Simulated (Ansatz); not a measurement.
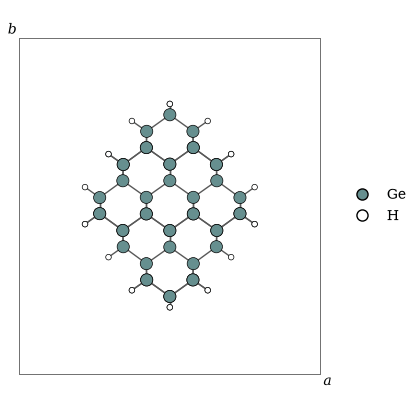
Figure. 1 relaxed period of a body that repeats along c, seen along c; the cell edge a is 26.0 Å long

These are PBE (plane waves to 420 eV, PAW; Ansatz, a first-principles code) values and carry that method's errors. Mesh 1×1×8. No spin polarisation. One-dimensional cell, images about 11 Å apart. A model structure. It keeps the symmetry and period of its start, so it need not be a minimum against all distortions. Values not marked SOC lack spin–orbit coupling.

Q: What is drawn, and how wide is it?

A: One answer among several that fit: H-capped Ge nanowire along [110], 30 atoms a period besides the caps. An idealised model, cut from the bulk lattice.
It measures about 18 Å across, from nucleus to nucleus.
